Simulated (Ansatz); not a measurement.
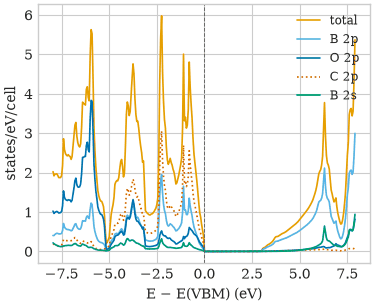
*Total and projected density of states of B2CO (chalcopyrite, I-42d), plane-wave PAW PBE (Ansatz code)*

**Question.** Which orbitals carry the states next to the gap?

**Answer.** Top 1 eV of the valence band: C 2p 52 %, B 2p 26 %, O 2p 16 %. Bottom 1 eV of the conduction band: B 2p 69 %, O 2s 17 %, outside the projected shells 6 %. Projections are on Löwdin-orthogonalised atomic valence shells; empty p or d shells of many metals are not among them.

**Question.** Where is the tallest occupied peak in this window, and what makes it?

**Answer.** Near -2.3 eV, about 6.0 states/eV per cell; the largest projected share is C 2p.

The start of the workflow was typed in or built on a structure type; neither database checked (COD, Materials Project) lists it. Its standing as an ambient phase is unchecked. The PBE relaxation kept the symmetry of its start; whether a distortion lowers the energy is not shown.

Potentials: the earlier of the program's two PAW sets.
